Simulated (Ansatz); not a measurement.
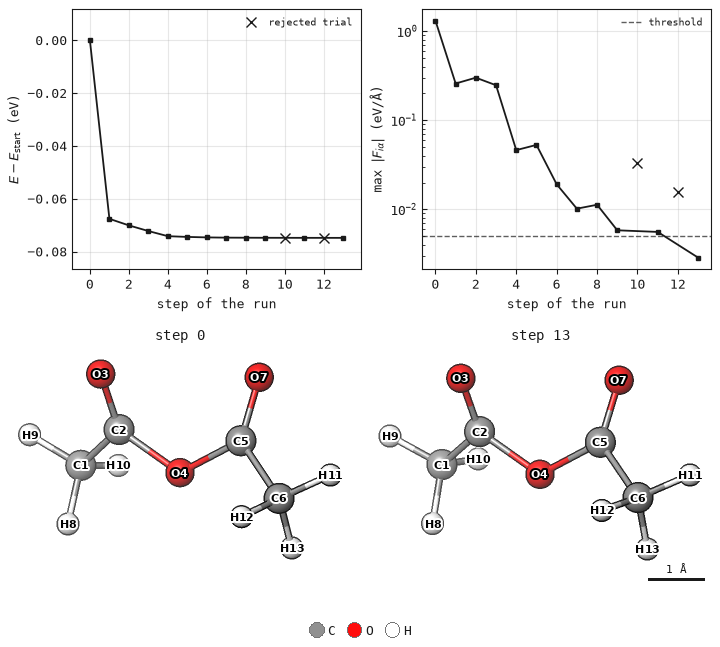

First and last geometry of a relaxation of C₄H₆O₃, with the history of the run. A ball-and-stick model, seen from a free direction.

The start comes from PBE-D4/def2-SVP.

These are results of Ansatz, RKS PBE0-D4/def2-TZVP, not measurements. (force threshold 0.005 eV/Å; at most 150 steps)

What do the curves and the structures tell?

It converged. The largest move after the best rigid fit is that of H10, 0.12 Å. By element the largest moves are H 0.12 Å, O 0.09 Å, C 0.04 Å. Some distances before and after: C2–O4 1.402 → 1.383 Å, C1–H9 1.104 → 1.087 Å, C1–H10 1.109 → 1.093 Å, C2–O3 1.203 → 1.188 Å. Over 11 accepted moves (13 points after the start) the energy falls by 0.075 eV. Largest force component: 1.3 eV/Å at the start, 0.0029 eV/Å at the end. The line search rejected the trial steps at points 10, 12 of the run. The run took about 60 s of wall time on a shared GPU.

| step | E − E(0), eV | largest force component, eV/Å | note |
| --- | --- | --- | --- |
| 0 | 0.0000 | 1.3156 |  |
| 1 | -0.0676 | 0.2586 |  |
| 2 | -0.0701 | 0.3008 |  |
| 3 | -0.0722 | 0.2473 |  |
| 4 | -0.0741 | 0.0462 |  |
| 5 | -0.0744 | 0.0529 |  |
| 6 | -0.0746 | 0.0191 |  |
| 7 | -0.0747 | 0.0102 |  |
| 8 | -0.0747 | 0.0113 |  |
| 9 | -0.0747 | 0.0058 |  |
| 10 | -0.0747 | 0.0334 | rejected |
| 11 | -0.0748 | 0.0056 |  |
| 12 | -0.0748 | 0.0157 | rejected |
| 13 | -0.0748 | 0.0029 |  |
